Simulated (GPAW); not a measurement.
# Near-edge structure at the Te K edge of TiTe2 (P-3m1), part 2 of 3

Aim: the near-edge shape at the Te K edge of TiTe2 (P-3m1), and what the core hole does to it.

GPAW 26.7.0; X-ray absorption from dipole matrix elements to empty bands, plane-wave PAW revPBE.

So far. Step 2 (Ground state of the crystal): The mesh shows no gap, so the system is treated as a metal and the core electron is put at the Fermi level (neutral cell). Step 3 (Spectrum without a core hole, Te atom 1): Main maxima below 27 eV (height): 11.8 eV (1.14). A K edge sees empty p states on the absorber.

## (5) Spectrum with XCH, Te atom 1

The holes are 7.5 Å apart. In GPAW the data set carries the hole's charge, so charge=0 means a charged cell and charge=-1 a neutral one. The excited electron is kept in the cell, where it fills the lowest empty states and screens the hole. After the field has converged, empty bands are computed with the density fixed and the dipole matrix elements are summed.

xas.py reads:

```python
import numpy as np
from ase import Atoms
from ase.parallel import parprint, paropen
from gpaw import GPAW, PW, FermiDirac, Mixer, MixerDif, setup_paths
from gpaw.test import gen
setup_paths.insert(0, '.')
gen('Te', name='fch1s', xcname='revPBE', corehole=(1, 0, 1), write_xml=True)
from gpaw.mpi import world
world.barrier()

atoms = Atoms('Te8Ti4',
    cell=[[-1.8885, -3.27097795, -6.498],
     [1.8885, 3.27097795, -6.498],
     [7.554, 0, 0]],
    scaled_positions=[[0.29806667, 0.96473333, 0.83333333],
     [0.79806667, 0.46473333, 0.83333333],
     [0.29806667, 0.96473333, 0.33333333],
     [0.79806667, 0.46473333, 0.33333333],
     [0.70193333, 0.03526667, 0.16666667],
     [0.20193333, 0.53526667, 0.16666667],
     [0.70193333, 0.03526667, 0.66666667],
     [0.20193333, 0.53526667, 0.66666667],
     [0, 0, 0],
     [0.5, 0.5, 0],
     [0, 0, 0.5],
     [0.5, 0.5, 0.5]],
    pbc=True)
atoms.calc = calc = GPAW(legacy_gpaw=True, mode=PW(430), xc='revPBE', setups={0: 'fch1s'},
    kpts={'size': (3, 3, 3), 'gamma': True}, occupations=FermiDirac(0.1),
    charge=-1, mixer=Mixer(0.1, 5, 50), maxiter=150,
    convergence={'density': 0.0001}, txt='scf.txt')
energy = atoms.get_potential_energy() + calc.get_reference_energy()
ef = calc.get_fermi_level()
out = dict(energy=energy, fermi=ef, forces=atoms.get_forces().tolist())
parprint(f'all-electron energy {energy:.4f} eV, Fermi level {ef:.4f} eV')
ev = np.array([[calc.get_eigenvalues(k, s) for k in range(len(calc.get_ibz_k_points()))] for s in range(calc.get_number_of_spins())])
out['homo'], out['lumo'], out['counts'] = ev[ev < ef].max(), ev[ev > ef].min(), sorted(set((ev < ef).sum((0, 2)).tolist()))
out['filled'] = (ev[:, 0] < ef).sum(1).tolist()

from ase.units import Ha
from gpaw.xas import dipole_matrix_elements
nb = int(calc.get_number_of_electrons() / 2) + 213
top, nb = nb, nb + 8 + nb // 12
nscf = calc.fixed_density(kpts={'size': (3, 3, 3), 'gamma': True}, nbands=nb,
    convergence={'bands': top, 'eigenstates': 1e-5}, maxiter=60, txt='nscf.txt')
cell = atoms.cell.array
ops = [cell.T @ U.T @ np.linalg.inv(cell.T) for U in nscf.wfs.kd.symmetry.op_scc]
E = np.arange(-6, 34, 0.1)
fwhm = np.interp(E, [4, 25], [9.89, 9.89])
Y, X, zero, highest = 0, 0, 1e9, 1e9
for spin in range(nscf.get_number_of_spins()):
    wfs = nscf.wfs
    A = dipole_matrix_elements(wfs.setups[0])
    eps = np.zeros((wfs.kd.nibzkpts, nb))
    d = np.zeros((3, A.shape[1], wfs.kd.nibzkpts, nb), complex)
    for kpt in wfs.kpt_u:
        if kpt.s == spin and 0 in kpt.P_ani:
            eps[kpt.k] = kpt.eps_n * Ha
            d[:, :, kpt.k] = (kpt.weight * wfs.nspins / 2) ** 0.5 * np.inner(A, kpt.P_ani[0])
    world.sum(eps)
    world.sum(d)
    T = np.einsum('amkn,bmkn->abkn', d, d.conj()).real
    T = sum(np.einsum('ai,ijkn,bj->abkn', R, T, R) for R in ops) / len(ops)
    empty = eps > ef
    zero, highest = min(zero, eps[empty].min()), min(highest, eps[:, top - 1].min())
    lines = [(eps, T, empty)] if spin == 0 else lines + [(eps, T, empty)]
for eps, T, empty in lines:
    f = np.einsum('aakn->akn', T).reshape(3, -1)
    x = eps.ravel() - zero
    w = np.interp(x, E, fwhm) / 2.35482
    g = np.exp(-0.5 * ((E[:, None] - x) / w) ** 2) / (w * (2 * np.pi) ** 0.5)
    Y = Y + (f * empty.ravel()) @ g.T
    X = X + (f * ~empty.ravel()) @ g.T
out.update(E=E.round(2).tolist(), xas=Y.tolist(), xes=X.tolist(), zero=zero, valid=highest - zero, nk=len(eps), nb=nb)
for i in range(0, len(E), 10):
    parprint(f'{E[i]:7.2f}', *(f'{v:10.3e}' for v in Y[:, i]))
import json
with paropen('out.json', 'w') as f:
    json.dump(out, f)
```

Launch:

```
$ OMP_NUM_THREADS=1 mpirun -n 4 gpaw python xas.py
```

Numbers of over 12 decimals in the logs are rounded to 6 here.

The log of the run:

```text
Input parameters:
  charge: -1
  convergence: {density: 0.0001}
  kpts: {gamma: True,
         size: (3, 3, 3)}
  maxiter: 150
  mixer: {backend: pulay,
          beta: 0.1,
          method: separate,
          nmaxold: 5,
          weight: 50}
  mode: {ecut: 430.0,
         name: pw}
  occupations: {fixmagmom: False,
                name: fermi-dirac,
                width: 0.1}
  setups: {0: fch1s}
  xc: revPBE

Initialize ...

[... PAW data sets ...]

Reference energy: -1539365.018558  # eV

Spin-paired calculation

[... convergence settings ...]
Symmetries present (total): 1
  [... symmetry matrices ...]

27 k-points: 3 x 3 x 3 Monkhorst-Pack grid
14 k-points in the irreducible part of the Brillouin zone
       k-points in crystal coordinates                weights
   0:     0.00000000    0.00000000    0.00000000          1/27
   1:     0.00000000    0.00000000    0.33333333          2/27
   2:     0.00000000    0.33333333   -0.33333333          2/27
   3:     0.00000000    0.33333333    0.00000000          2/27
   4:     0.00000000    0.33333333    0.33333333          2/27
   5:     0.33333333   -0.33333333   -0.33333333          2/27
   6:     0.33333333   -0.33333333    0.00000000          2/27
   7:     0.33333333   -0.33333333    0.33333333          2/27
   8:     0.33333333    0.00000000   -0.33333333          2/27
   9:     0.33333333    0.00000000    0.00000000          2/27
          ...
  13:     0.33333333    0.33333333    0.33333333          2/27

Wave functions: Plane wave expansion
  Cutoff energy: 430.000 eV
  Number of coefficients (min, max): 6487, 6526
  Pulay-stress correction: 0.000000 eV/Ang^3 (de/decut=0.000000)
  Using FFTW library
  Wavefunction extrapolation:
    Improved wavefunction reuse through dual PAW basis

Occupation numbers: Fermi-Dirac:
  width: 0.1000  # eV

Eigensolver
   Davidson(niter=2)

Densities:
  Coarse grid: 36*36*40 grid
  Fine grid: 72*72*80 grid
  Total Charge: 0.000000

Density mixing:
  Method: separate
  Backend: pulay
  Linear mixing parameter: 0.1
  old densities: 5
  Width of damping distribution: 1.1
  Damping of long wavelength oscillations: 50

[... Hamiltonian set-up ...]
Number of atoms: 12
Number of atomic orbitals: 84
Number of bands in calculation: 63
Number of valence electrons: 97
Bands to converge: occupied

... initialized

Initializing position-dependent things.

Density initialized from atomic densities
Creating initial wave functions:
  63 bands from LCAO basis set

        Ti        Ti

              Te       Te

       Te       Te
        Ti        Ti
                   Te       Te

            Te       Te

Atomic positions and initial magnetic moments

Positions:
   0 Te     7.554000    2.180652   -8.205674    ( 0.0000,  0.0000,  0.0000)
   1 Te     5.665500   -1.090326   -8.205674    ( 0.0000,  0.0000,  0.0000)
   2 Te     3.777000    2.180652   -8.205674    ( 0.0000,  0.0000,  0.0000)
   3 Te     1.888500   -1.090326   -8.205674    ( 0.0000,  0.0000,  0.0000)
   4 Te     0.000000   -2.180652   -4.790326    ( 0.0000,  0.0000,  0.0000)
   5 Te     1.888500    1.090326   -4.790326    ( 0.0000,  0.0000,  0.0000)
   6 Te     3.777000   -2.180652   -4.790326    ( 0.0000,  0.0000,  0.0000)
   7 Te     5.665500    1.090326   -4.790326    ( 0.0000,  0.0000,  0.0000)
   8 Ti     0.000000    0.000000    0.000000    ( 0.0000,  0.0000,  0.0000)
   9 Ti     0.000000    0.000000   -6.498000    ( 0.0000,  0.0000,  0.0000)
  10 Ti     3.777000    0.000000    0.000000    ( 0.0000,  0.0000,  0.0000)
  11 Ti     3.777000    0.000000   -6.498000    ( 0.0000,  0.0000,  0.0000)

Unit cell:
           periodic     x           y           z      points  spacing
  1. axis:    yes   -1.888500   -3.270978   -6.498000    36     0.1623
  2. axis:    yes    1.888500    3.270978   -6.498000    36     0.1623
  3. axis:    yes    7.554000    0.000000    0.000000    40     0.1635

  Lengths:   7.515965   7.515965   7.554000
  Angles:   75.447611 104.552389  60.335086

Effective grid spacing dv^(1/3) = 0.1837

iter:   1   -68.402143
iter:   2   -67.250441   -1.03  -1.19
iter:   3   -66.447088   -1.69  -1.26
iter:   4   -66.044512   -1.45  -1.36
iter:   5   -66.040111   -2.48  -1.56
iter:   6   -66.104888   -2.13  -1.62
iter:   7   -66.050627   -2.37  -1.84
iter:   8   -66.052715   -2.98  -2.13
iter:   9   -66.051381c  -3.64  -2.41
iter:  10   -66.050433c  -3.73  -2.54
iter:  11   -66.049861c  -3.86  -2.68
iter:  12   -66.049920c  -4.69  -2.85
iter:  13   -66.049870c  -4.63  -2.93
iter:  14   -66.049866c  -5.29  -3.24
iter:  15   -66.049821c  -5.31  -3.30
iter:  16   -66.049828c  -6.02  -3.49
iter:  17   -66.049817c  -5.62  -3.59
iter:  18   -66.049828c  -6.58  -3.89
iter:  19   -66.049818c  -7.23  -3.99
iter:  20   -66.049822c  -7.08  -4.21c
iter:  21   -66.049824c  -7.71c -4.46c

Converged after 21 iterations.

Dipole moment: (0.530990, 0.479507, -0.551028) |e|*Ang

Energy contributions relative to reference atoms: (reference = -1539365.018558)

Kinetic:       +124.603818
Potential:     -126.105019
External:        +0.000000
XC:             -65.338791
Entropy (-ST):   -0.186049
Local:           +0.883192
SIC:             +0.000000
--------------------------
Free energy:    -66.142848
Extrapolated:   -66.049824

Showing only first 2 kpts
 Kpt  Band  Eigenvalues  Occupancy
  0    46      6.53559    1.94975
  0    47      6.78774    1.51425
  0    48      7.15183    0.15117
  0    49      7.21737    0.08145

  1    46      6.46182    1.97565
  1    47      6.71835    1.72375
  1    48      6.91597    0.92748
[...]
Fermi level: 6.90144

No gap
No difference between direct/indirect transitions

Forces in eV/Ang:
  0 Te    0.00282   -0.00158   -0.36759
  1 Te    0.03379   -0.01946   -0.11420
  2 Te   -0.00198    0.04073   -0.10203
  3 Te   -0.03622   -0.01858   -0.10203
  4 Te    0.04712   -0.02726   -0.06585
  5 Te   -0.03385    0.01950    0.06013
  6 Te   -0.05132   -0.06715    0.02229
  7 Te    0.03245    0.07795    0.02229
  8 Ti    0.34241    0.18532    0.22460
  9 Ti    0.01071   -0.38920    0.22459
 10 Ti   -0.33858    0.19548    0.23249
 11 Ti   -0.00761    0.00440   -0.03527
Scalar-relativistic atomic revPBE calculation for Te (Tellurium, Z=52)
Core hole in 1s state (1s occupation: 1.0)
750 radial gridpoints.
|------------------------------------------------|
|------------------------------------------------|
[... the atom generator's iteration count ...]

Energy contributions:
-------------------------
Kinetic:    +5837.541656
XC:          -158.028698
Potential: -11297.531438
-------------------------
Total:      -5618.018480

state      eigenvalue         ekin         rmax
-----------------------------------------------
1s^1.0 : -1186.640287  1496.714590        0.018
2s^2.0 :  -185.208726   318.887215        0.100
2p^6.0 :  -168.150976   303.025548        0.080
3s^2.0 :   -37.699414    93.154505        0.288
3p^6.0 :   -31.888494    86.903247        0.280
3d^10.0:   -22.672830    79.770223        0.232
4s^2.0 :    -6.896420    26.323334        0.685
4p^6.0 :    -5.034834    22.873141        0.716
4d^10.0:    -2.208733    16.804638        0.777
5s^2.0 :    -0.951470     4.558878        1.705
5p^4.0 :    -0.563448     3.104744        1.985
-----------------------------------------------
(units: Bohr and Hartree)

Generating PAW setup
Kinetic energy of the core from tauc = 5976.618220324475
Cutoffs:
rc(s)=2.230
rc(p)=2.260
rc(d)=2.340
rc(vbar)=2.160
rc(comp)=2.160
rc(nct)=2.340

Kinetic energy of the core states: 5816.004922
Charge: 1.0
Core electrons: 45.0
Valence electrons: 6.0
Pseudo-core charge: 1.292559
Shape function alpha=2.143
Pseudo-electron charge 8.204307
state    eigenvalue         norm
--------------------------------
5s(2) :    -0.951470     1.325083
*s    :     0.048530
5p(4) :    -0.563448     1.065395
*p    :     0.436552
*d    :     0.000000
--------------------------------

Diagonalizing with gridspacing h=0.050

state   all-electron     PAW
-------------------------------
5s:      -0.951470    -0.956491
5p:      -0.563448    -0.566095
*d:                   -0.148199
*f:                   -0.026196
-------------------------------
all-electron energy -1539431.0684 eV, Fermi level 6.9014 eV
[...]
31.00  1.321e-08  1.321e-08  1.266e-08
  32.00  1.277e-08  1.277e-08  1.227e-08
  33.00  1.213e-08  1.213e-08  1.175e-08
```

Run time: 5 min. Hardware: 4 MPI ranks of Arm Neoverse V2, shared host; peak memory 0.56 GiB.

The Te K spectrum, Te atom 1, excited-electron core hole (neutral cell) (energy from the lowest empty level; intensity scaled to a mean of 1 over the first 20 eV; polarised curves are means over the symmetry-equivalent atoms):

```
E (eV)  isotropic  ε ⊥ c  ε ∥ c
  -2.0       0.35   0.37   0.31
  -0.5       0.49   0.50   0.45
   1.0       0.63   0.64   0.60
   2.5       0.76   0.76   0.74
   4.0       0.87   0.87   0.88
   5.5       0.97   0.96   0.98
   7.0       1.05   1.04   1.07
   8.5       1.11   1.11   1.12
  10.0       1.15   1.15   1.15
  11.5       1.16   1.17   1.15
  13.0       1.15   1.16   1.13
  14.5       1.11   1.12   1.09
  16.0       1.06   1.07   1.05
  17.5       1.03   1.03   1.02
  19.0       1.01   1.01   1.02
  20.5       1.02   1.00   1.04
  22.0       1.04   1.02   1.08
  23.5       1.08   1.06   1.13
  25.0       1.13   1.11   1.16
  26.5       1.17   1.16   1.18
  28.0       1.19   1.19   1.19
  29.5       1.19   1.21   1.17
  31.0       1.16   1.18   1.13
```

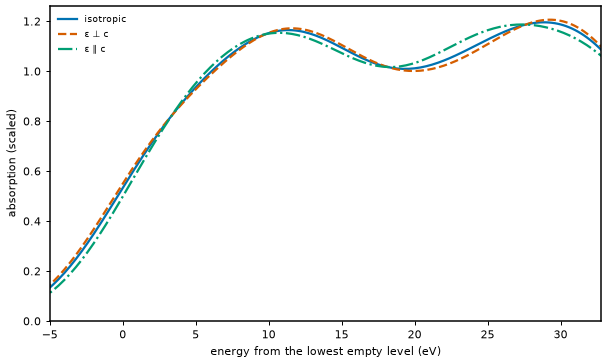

The Te K edge, Te atom 1, excited-electron core hole (neutral cell): main maxima at 11.4 eV.

Main maxima below 27 eV (height): 11.4 eV (1.16). 

## (6) Reference energy of the cell

The cell and mesh change for the next run, so it gets a reference energy of its own.

scf.py reads:

```python
import numpy as np
from ase import Atoms
from ase.parallel import parprint, paropen
from gpaw import GPAW, PW, FermiDirac, Mixer, MixerDif, setup_paths
from gpaw.test import gen
setup_paths.insert(0, '.')
gen('Te', name='nch1s', xcname='revPBE', corehole=(1, 0, 0), write_xml=True)
from gpaw.mpi import world
world.barrier()

atoms = Atoms('Te2Ti',
    cell=[[3.777, 0, 0],
     [-1.8885, 3.27097795, 0],
     [0, 0, 6.498]],
    scaled_positions=[[0.33333333, 0.66666667, 0.7372],
     [0.66666667, 0.33333333, 0.2628],
     [0, 0, 0]],
    pbc=True)
atoms.calc = calc = GPAW(legacy_gpaw=True, mode=PW(430), xc='revPBE', setups={0: 'nch1s'},
    kpts={'size': (6, 6, 3), 'gamma': True}, occupations=FermiDirac(0.1),
    charge=0, mixer=Mixer(0.1, 5, 50), maxiter=150,
    convergence={'density': 0.0001}, txt='scf.txt')
energy = atoms.get_potential_energy() + calc.get_reference_energy()
ef = calc.get_fermi_level()
out = dict(energy=energy, fermi=ef, forces=atoms.get_forces().tolist())
parprint(f'all-electron energy {energy:.4f} eV, Fermi level {ef:.4f} eV')
ev = np.array([[calc.get_eigenvalues(k, s) for k in range(len(calc.get_ibz_k_points()))] for s in range(calc.get_number_of_spins())])
out['homo'], out['lumo'], out['counts'] = ev[ev < ef].max(), ev[ev > ef].min(), sorted(set((ev < ef).sum((0, 2)).tolist()))
out['filled'] = (ev[:, 0] < ef).sum(1).tolist()
import json
with paropen('out.json', 'w') as f:
    json.dump(out, f)
```

Launch:

```
$ OMP_NUM_THREADS=1 mpirun -n 4 gpaw python scf.py
```

The log of the run:

```text
Input parameters:
  convergence: {density: 0.0001}
  kpts: {gamma: True,
         size: (6, 6, 3)}
  maxiter: 150
  mixer: {backend: pulay,
          beta: 0.1,
          method: separate,
          nmaxold: 5,
          weight: 50}
  mode: {ecut: 430.0,
         name: pw}
  occupations: {fixmagmom: False,
                name: fermi-dirac,
                width: 0.1}
  setups: {0: nch1s}
  xc: revPBE

Initialize ...

[...]
5s(2) :    -0.552226     1.247758
*s    :     0.447774
5p(4) :    -0.217283     1.042407
*p    :     0.782717
*d    :     0.000000
--------------------------------

Diagonalizing with gridspacing h=0.050

state   all-electron     PAW
-------------------------------
5s:      -0.552226    -0.555250
5p:      -0.217283    -0.218470
*d:                    0.029953
*f:                    0.068212
-------------------------------
all-electron energy -392836.2028 eV, Fermi level 6.7324 eV
[key lines of the parts left out:]
Converged after 14 iterations.
Dipole moment: (-0.000000, 0.000000, 0.000000) |e|*Ang
Free energy:    -14.163190
Fermi level: 6.73244
```

It took 5.1 s on 4 MPI ranks; peak memory 0.18 GiB.

(Continued in part 3 of 3.)

[Banner, clock and machine lines of the logs are left out without a mark of their own.]

[Logs are printed without paths, hosts, clocks, repeated set-up lines and the standing remarks that a program may print on its own settings, such as how far it seeks lower states.]

[Hosts, paths, dates, database ids (printed as entryN), source tags and the programs' standing remarks are cut or masked in the printed files.]

[Lists of maxima count a maximum above −3 eV only where it reaches 4 % of the highest in the window and stands out from its surroundings by 2 % of it (1.5 % where it reaches 55 %); shoulders and weaker maxima are passed over, and of the rest the first, up to two pre-edge ones and the few strongest are named.]
